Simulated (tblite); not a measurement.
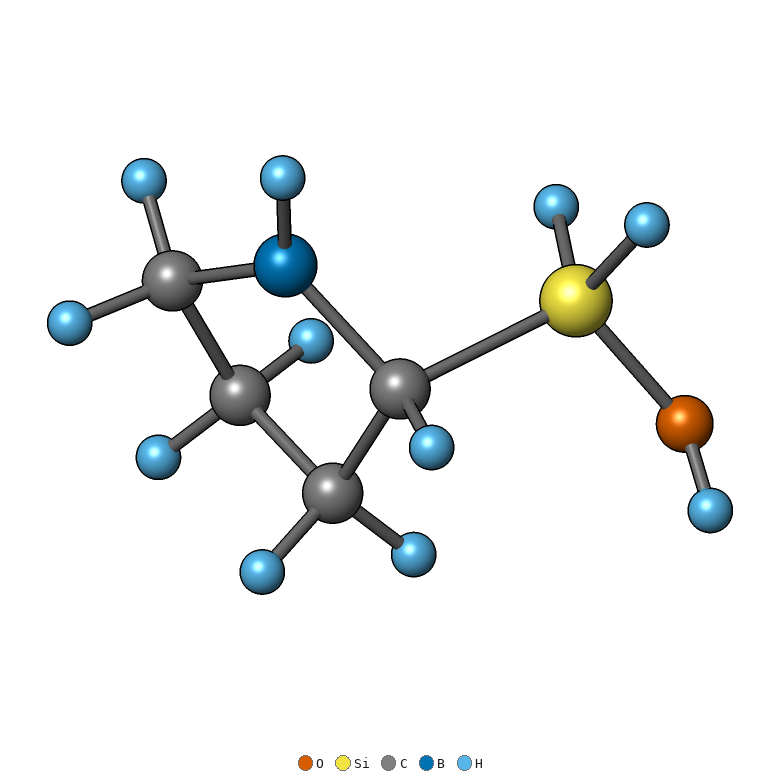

Figure made from data computed with tblite.

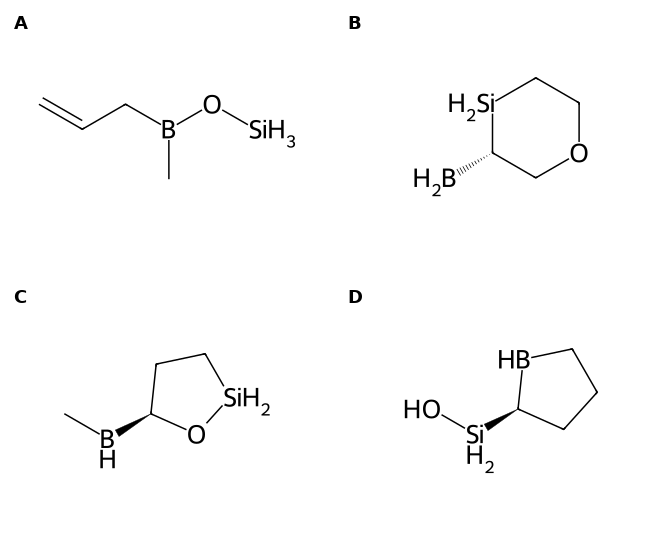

> The first picture shows one of the molecules drawn in the second. Which?

D, `O[SiH2][C@H]1BCCC1`.
